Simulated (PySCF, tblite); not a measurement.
# C₅H₇BO₃S: geometry, infrared bands and NMR shifts

What infrared bands and NMR shifts should C₅H₇BO₃S (`OB(O)Cc1csc(O)c1`) show?

The runs use tblite 0.8.0 and PySCF 2.14.0, with density-fitted response routines of our own; the level of theory stands in each step. All values are computed, except where a source is named. Atoms are numbered from 0 throughout.

**1. The starting structure**

17 atoms, charge 0, multiplicity 1; geometry from: force field or distance geometry start.

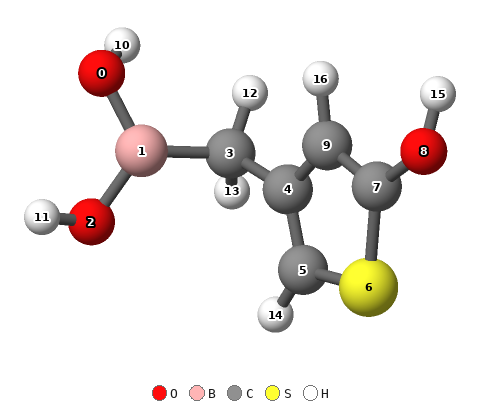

The starting geometry (oxygen red, boron pink, carbon grey, sulfur yellow, hydrogen white), atoms numbered.

**2. Geometry optimisation with GFN2-xTB**

The job: settings as JSON, then the geometry in Å.

```
{"job": {"kind": "relax", "xc": "GFN2-xTB", "basis": "xTB"}, "charge": 0, "multiplicity": 1}
O     -2.410300     1.739200    -0.501200
B     -1.878000     0.692900     0.352300
O     -2.749800     0.219800     1.441300
C     -0.994600    -0.405500    -0.361400
C      0.357100    -0.557700     0.311600
C      0.552600    -1.440700     1.331900
S      2.144800    -1.339100     1.814500
C      2.581200    -0.105000     0.649500
O      3.823400     0.522600     0.421100
C      1.437800     0.148100    -0.051400
H     -2.592300     1.316900    -1.387000
H     -3.080900     1.040600     1.926400
H     -0.877400    -0.168200    -1.427500
H     -1.522000    -1.388600    -0.308600
H     -0.227700    -2.090300     1.758600
H      4.001400     0.923900    -0.460200
H      1.427800     0.903300    -0.870200
```

Launch:

```console
$ OMP_NUM_THREADS=1 python probes_run.py task.json out
```

One launch serves the whole session: the jobs run in the order shown.

**Question.** This job is followed by: GFN2-xTB harmonic vibrations, gas phase; GIAO PBE0/pcSseg-1 NMR shielding, non-relativistic, gas phase. What will the session give for the following? strongest single infrared mode (GFN2-xTB); zero-point energy (GFN2-xTB); 13C shifts against TMS (PBE0/pcSseg-1); 1H shifts against TMS (PBE0/pcSseg-1, means over atoms taken as alike); 17O shifts against H2O (PBE0/pcSseg-1, means over atoms taken as alike); 11B shifts against BF3·OEt2 (PBE0/pcSseg-1); 33S shifts against CS2 (PBE0/pcSseg-1).

The runs gave:

```
                                                               quantity                                 value
                              strongest single infrared mode (GFN2-xTB)                 1238 cm⁻¹, 367 km/mol
                                           zero-point energy (GFN2-xTB)                         74.6 kcal/mol
                                 13C shifts against TMS (PBE0/pcSseg-1)  174.0, 139.7, 113.1, 106.4, 24.2 ppm
 1H shifts against TMS (PBE0/pcSseg-1, means over atoms taken as alike)      5.96, 5.67, 4.32, 4.02, 2.00 ppm
17O shifts against H2O (PBE0/pcSseg-1, means over atoms taken as alike)                      123.2, 112.9 ppm
                            11B shifts against BF3·OEt2 (PBE0/pcSseg-1)                              27.0 ppm
                                 33S shifts against CS2 (PBE0/pcSseg-1)                               181 ppm
```

In words: Over 107 steps the energy fell by 1.805 eV; of the close pairs, B1–O2 changed most, 1.473 to 1.343 Å. The lowest mode is slightly imaginary (11i cm⁻¹), a soft motion within the noise of the Hessian, so the minimum is not strictly shown. The strongest single mode, at 1238 cm⁻¹, is spread over several atoms, B1, C3, H12, H13 among them. Unscaled tight-binding wavenumbers are off by several per cent, some by more. Its intensities can rank the bands wrongly. NICS(1)zz of -20 ppm above the planar ring from C4 marks a diatropic (aromatic) ring current.
